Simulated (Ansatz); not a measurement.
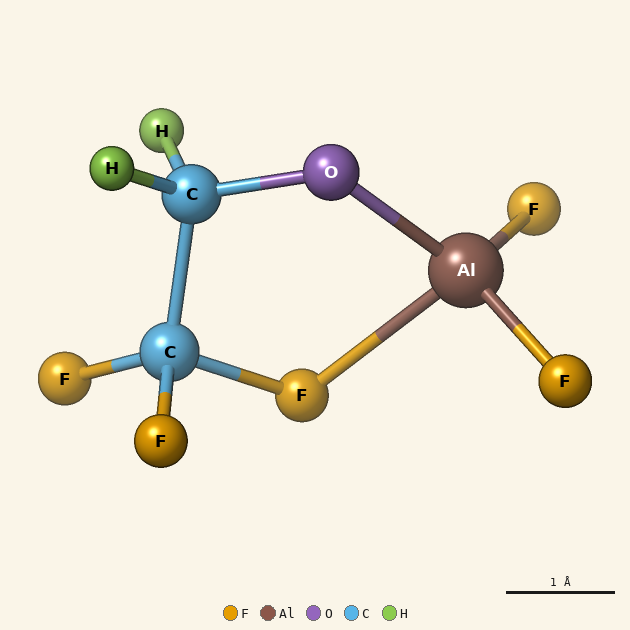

Depth is shown by fading: the farther an atom, the more it takes the colour of the background. Computed geometry: PBE-D4/def2-SVP optimisation. No frequency run is at hand to confirm it as a minimum. Masses are those of the most abundant isotopes; constants are for the rigid equilibrium geometry.

Q: Classify the rotor and give the rotational constants (cm⁻¹).

A: An asymmetric top (C1): A = 0.0775, B = 0.0317, C = 0.0298 cm⁻¹. Ray's parameter κ is −0.92, close to the prolate limit.
